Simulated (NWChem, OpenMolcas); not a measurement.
**How basis sets differ on SiHF (SMILES F[SiH])**

The species is SiHF (3 atoms), meant as a singlet with charge 0. As SMILES, `F[SiH]`. The shape is that of a PBE0-D4/def2-TZVP optimisation.

| atom | x (Å) | y (Å) | z (Å) |
| --- | --- | --- | --- |
| F | -1.0902 | 0.0244 | -0.6023 |
| Si | 0.1868 | 0.6294 | 0.1738 |
| H | 0.8924 | -0.7186 | 0.4153 |

Each level gives the dipole moment (D). The values are calculated.

```json
{"level": "HF/ANO-L-MB", "kind": "Hartree–Fock", "program": "OpenMolcas", "value (D)": "1.28", "CPU time": "1.8 s"}
{"level": "HF/ANO-RCC-MB (DKH2)", "kind": "Hartree–Fock", "program": "OpenMolcas", "value (D)": "1.39", "CPU time": "1.9 s"}
{"level": "HF/STO-3G", "kind": "Hartree–Fock", "program": "OpenMolcas", "value (D)": "0.71", "CPU time": "2.8 s"}
{"level": "HF/3-21G", "kind": "Hartree–Fock", "program": "OpenMolcas", "value (D)": "1.31", "CPU time": "3 s"}
{"level": "HF/def2-SVP", "kind": "Hartree–Fock", "program": "NWChem", "value (D)": "1.25", "CPU time": "1.3 s"}
{"level": "HF/pc-1", "kind": "Hartree–Fock", "program": "OpenMolcas", "value (D)": "1.41", "CPU time": "1.7 s"}
{"level": "HF/def2-TZVPPD", "kind": "Hartree–Fock", "program": "OpenMolcas", "value (D)": "1.10", "CPU time": "23 s"}
```

The values span 0.71 to 1.41 D. Magnitudes only. Sets without polarisation functions give poor dipoles. Without the sets that lack polarisation functions the rows with a basis span only 1.10 to 1.41 D. Times are those of the runs behind each value, whatever else they computed, on shared processors of several kinds: orders of magnitude only.

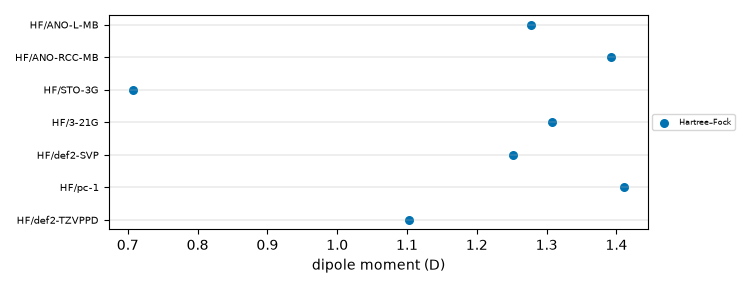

The values of the table, level by level.
